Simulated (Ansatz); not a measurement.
The starting structures come from a database of crystals and need not be the phases stable at ambient conditions.

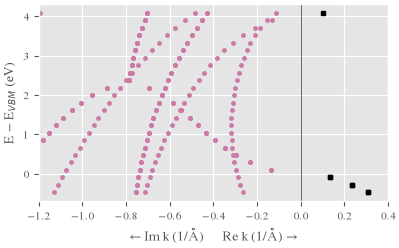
Complex bands at the centre of the two-dimensional zone; r2SCAN in Ansatz (a first-principles code)

The gap is the functional's own. No spin-orbit coupling. Mid-gap values are interpolated on the energy grid.

**Question.** This is AlH3 (Fd-3m, not sure to be the ambient phase, 16 atoms a cell, 11.3 Å³ an atom) along the normal of (111). Read off the slowest decay at the centre of the two-dimensional zone at 2.00 eV, the computed energy nearest the middle of the gap.

**Answer.** κ ≈ 0.31 1/Å, a decay length 1/(2κ) of the density of 1.6 Å.
